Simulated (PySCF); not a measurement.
Vertical excitations of a molecule C3HF4, multiplicity 2 from TDA-PBE/def2-SVPD (PySCF), as energy in eV (oscillator strength): 2.77 (0.001), 4.82 (0.001), 5.12 (0.005), 5.31 (0.001), 5.33 (0.000), 5.84 (0.003), 6.01 (0.001), 6.92 (0.002), 6.95 (0.000), 7.12 (0.027). Geometry optimised at B3LYP-D3(BJ)/def2-SVP. Other conformers were not sampled.

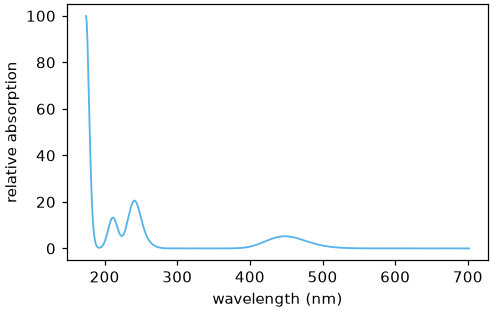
Figure: The lines broadened by 0.4 eV.

Task: Identify the compound among the candidates.
A) [CH]=C(F)C(F)(F)F
B) F/C=[C]/C(F)(F)F
C) F/[C]=C/C(F)(F)F

Result: C, F/[C]=C/C(F)(F)F
